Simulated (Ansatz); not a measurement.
The reference is Si in the diamond structure (space group Fd-3m, No. 227; a = 5.434 Å). Axes: x, y, z lie along the cube axes.

Structures relaxed with Ansatz (a quantum-chemistry and plane-wave program) PBEsol, spin-orbit coupling left out.

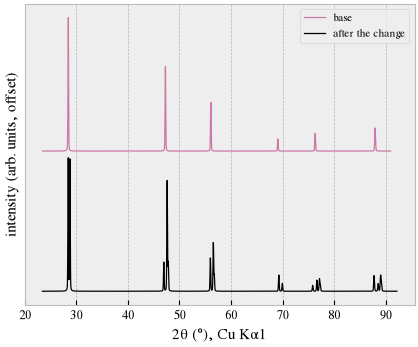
*Simulated powder patterns before (top) and after one change*

### Question
What was done to the base?
A. biaxial strain −1.09 %, plane normal [110], relaxed out of plane
B. uniaxial strain ε_xx = −5.60 %
C. biaxial strain +1.25 %, plane normal [110], relaxed out of plane
D. uniaxial stress, 5 GPa tension along x

### Answer
A, biaxial strain −1.09 %, plane normal [110], relaxed out of plane. Its volume per atom is 19.74 Å³ against 20.05 Å³, and its space group is Imma (No. 74).

A biaxial case was relaxed in a doubled cell and then solved in the primitive one. Stability under load was not tested beyond the relaxation.
